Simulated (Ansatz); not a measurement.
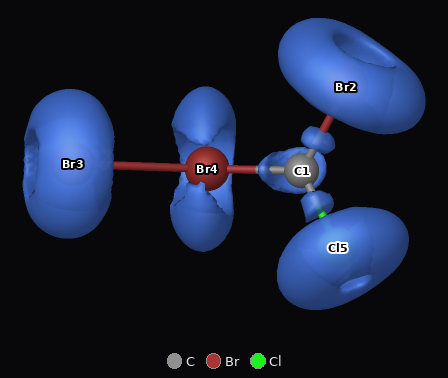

Figure. CBr$_{3}$Cl (SMILES Cl[C-](Br)[Br+]Br). Isosurface of the ELF at 0.8 (blue), seen across its widest extent. Only the valence region is drawn (cores and ρ < 0.01 e/Å³ removed).

Geometry: BLYP-D3(BJ)/def2-SVP.

These are results of isolated molecule in a Gaussian basis; Kohn-Sham density functional theory, functional PBE0 in Ansatz 0.2.0, not measurements.

The calculation's input:

```
basis:
  gaussian:
    orbitals: def2-TZVPD
crystal:
  periodic: [false, false, false]
  atoms:
    - {symbol: C, position_ang: [0.562355, 0.317129, -0.918605]}
    - {symbol: Br, position_ang: [0.063800, 2.150802, -0.985897]}
    - {symbol: Br, position_ang: [-2.399826, -2.229823, 1.070061]}
    - {symbol: Br, position_ang: [-0.758323, -1.003689, -0.704293]}
    - {symbol: Cl, position_ang: [2.183534, -0.000119, -0.413407]}
output: {forces: true, orbitals: {seedname: orbitals}}
hamiltonian:
  xc: pbe0
```

Run with:

```sh
ansatz run input.yaml --threads 2 --pin off --max-ram 4350MiB --events-out events.jsonl --progress --plain --runs-dir runs
```

### Where are the electrons localised?

The surface consists of one region between bonded Br–C atoms (shared pairs), one region between bonded C–Cl atoms (shared pairs), one ring or bowl of non-bonding electrons around Br, one ring or bowl of non-bonding electrons around Cl, two regions wrapped around Br (its lone pairs, merged into a ring or cap) and one region wrapped around C (its valence shell). Profiles from the grid: C–Cl (1.73 Å): the ELF peaks at about 0.90 between the atoms; a covalent bond. C–Br (1.88 Å): the ELF peaks at about 0.85 between the atoms, as expected for localised, covalent bonding.
